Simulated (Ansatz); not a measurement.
## CH5BrFNSi: a changed input and its effect

System: CH5BrFNSi.
Method of run 1: RKS wB97X-V/def2-TZVPP (Ansatz 0.2.0).

The geometry comes from this level: PBE0-D4/def2-TZVP. Text and figures count atoms from 1; the logs count them from 0 in places.

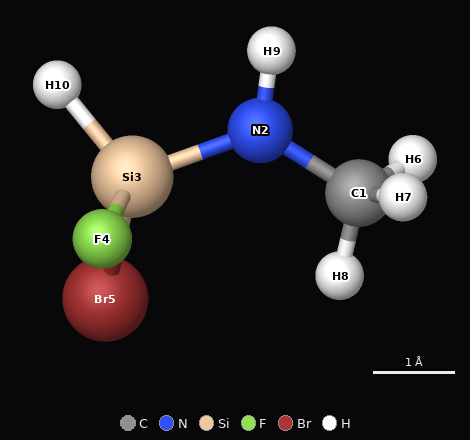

The input geometry (ball-and-stick view, seen at a tilt; atoms are numbered from 1 in the order of the input). Bond lengths as drawn: Br–Si 2.21 Å, C–H 1.09 Å, C–N 1.45 Å, F–Si 1.59 Å, H–N 1.01 Å, H–Si 1.47 Å and N–Si 1.68 Å.

The input, run 1:
```yaml
crystal:
  periodic: [false, false, false]
  atoms:
    - {symbol: C, position_ang: [-1.150231, 0.158936, -0.815031]}
    - {symbol: N, position_ang: [-0.061859, -0.605772, -0.241065]}
    - {symbol: Si, position_ang: [1.089040, -0.087548, 0.870532]}
    - {symbol: F, position_ang: [0.508894, 0.181777, 2.331049]}
    - {symbol: Br, position_ang: [1.929839, 1.865900, 0.259071]}
    - {symbol: H, position_ang: [-1.198067, 0.022931, -1.898652]}
    - {symbol: H, position_ang: [-2.119879, -0.112407, -0.385902]}
    - {symbol: H, position_ang: [-0.988498, 1.221753, -0.628420]}
    - {symbol: H, position_ang: [-0.068535, -1.586102, -0.473331]}
    - {symbol: H, position_ang: [2.142296, -1.110669, 0.984648]}
basis:
  gaussian: {orbitals: def2-TZVPP}
hamiltonian: {xc: {name: wB97X-V}}
output: {orbitals: {seedname: orbitals}}
```

Command:
```bash
ansatz run in.yaml --threads 4 --pin off --events-out ev --progress --plain --max-ram 10444MiB
```

Hardware: 4 threads of Arm Neoverse V1, 23 GiB of memory available, shared host.

Output (run 1):
```
Functional definition: wB97X-V
  parameter omega = 0.3/bohr
  parameter cx = 0.167
  parameter cx1 = 0.603
  parameter cx2 = 1.194
  parameter css0 = 0.556
  parameter css1 = -0.257
  parameter cos0 = 1.219
  parameter cos1 = -1.850
  parameter b = 6.0
  parameter c = 0.01
  exchange = spin_sum(e_x_unif_sr(omega)*poly(b97_u_x, 1 - cx, cx1, cx2)) + cx*exact_x_sr(omega) + exact_x_lr(omega)
  correlation = spin_sum(e_c_pw_same_spin*poly(b97_u_same, css0, css1))
      + integral(e_c_pw_opposite_spin*poly(b97_u_opposite, cos0, cos1)) + vv10(b, c)
1490 factors; their error is unknown
303 factors; integrals over basis functions are off by at most 2.7e-5 eV
mean field evaluation 1: about -83241.2929 eV, gradient 5.3e1 eV
mean field evaluation 2: about -83241.7934 eV, gradient 5.2e1 eV
mean field evaluation 4: about -83246.2627 eV, gradient 1.7e0 eV
mean field evaluation 8: about -83246.2765 eV, gradient 4.1e-2 eV
mean field evaluation 16: about -83246.5648 eV, gradient 1.0e-4 eV
mean field -83246.56482043 eV, -3059.2548306027 hartree, gradient 4.1e-5 eV, S^2 0.000000; 0 other end points of the search recorded, 0 dependent functions left out
reference -83246.56481845 eV, -3059.2548305299 hartree; 38, 38 occupied and 215, 215 virtual orbitals, 1490 factors
Total energy: -83246.56481845 eV, -3059.2548305299 hartree
```

For run 2 the input was changed thus:
```diff
-hamiltonian: {xc: {name: wB97X-V}}
+hamiltonian: {xc: pbe0, dispersion: d4}
```

How does run 2 compare with run 1?

The total energies belong to different models, so their difference says nothing on which is more stable or more accurate. The HOMO goes from −9.97 to −7.54 eV. The LUMO goes from 2.65 to 0.65 eV. On the same kind of shared host run 2 took about 0.41 times as long.

Output (run 2):
```
Functional definition: PBE0
  parameter a = 0.25
  parameter kappa = 0.804
  parameter beta = 0.06672455060314922
  exchange = (1 - a)*pbe_x(kappa = kappa, mu = beta*pi^2/3) + a*exact_x
  correlation = pbe_c(beta = beta)
1490 factors; their error is unknown
mean field evaluation 1: about -83230.5595 eV, gradient 6.5e1 eV
mean field evaluation 2: about -83220.6343 eV, gradient 9.3e1 eV
mean field evaluation 4: about -83238.2871 eV, gradient 4.3e0 eV
mean field evaluation 8: about -83238.7777 eV, gradient 5.2e-1 eV
mean field evaluation 16: about -83238.7779 eV, gradient 2.2e-5 eV
mean field -83238.77794383 eV, -3058.9686681656 hartree, gradient 2.2e-5 eV, S^2 0.000000; 0 other end points of the search recorded, 0 dependent functions left out
reference -83238.77797536 eV, -3058.9686693243 hartree; 38, 38 occupied and 215, 215 virtual orbitals, 1490 factors
Total energy: -83238.98275774 eV, -3058.9761949380 hartree
```

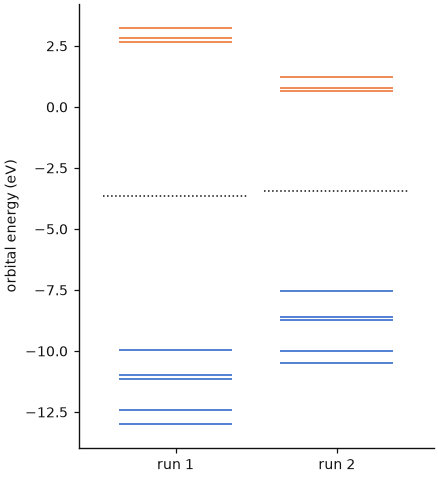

The five highest filled and three lowest empty orbital energies of the two runs; the dotted lines part filled from empty levels. The HOMO–LUMO gap is 12.63 eV in run 1 and 8.20 eV in run 2.

The two runs side by side:

| quantity | run 1 | run 2 |
| --- | --- | --- |
| outcome | converged | converged |
| total energy (hartree) | −3059.254831 | −3058.976195 |
| HOMO (eV) | −9.97 | −7.54 |
| LUMO (eV) | 2.65 | 0.65 |
| basis functions | 253 | 253 |
| wall time (shared host) | 10 s | 4.1 s |
